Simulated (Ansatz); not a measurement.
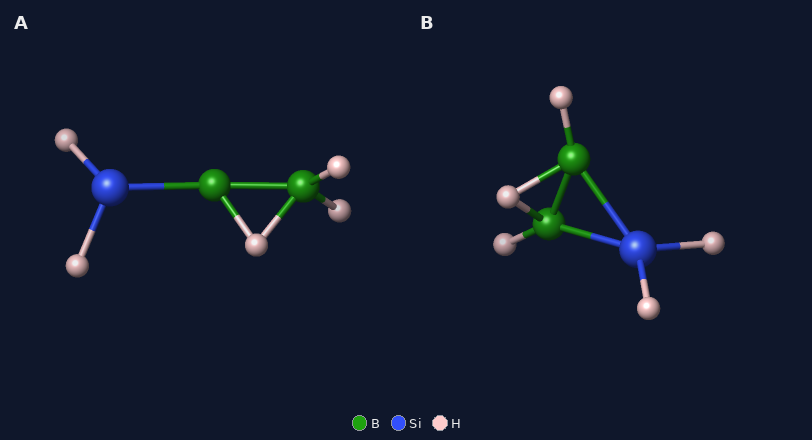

2 stationary structures of one formula. The species has charge −1 and is a spin singlet. Geometries: PBE-D4/def2-SVPD. Electronic energies: PBE-D4/def2-SVPD (Ansatz 0.2.0), without zero-point energy. No frequency run is at hand to confirm each as a minimum. Each is one conformer, not always the lowest.

> Rank them by energy, lowest first.

B is lowest (Cs); A lies 33.8 kJ/mol above it.
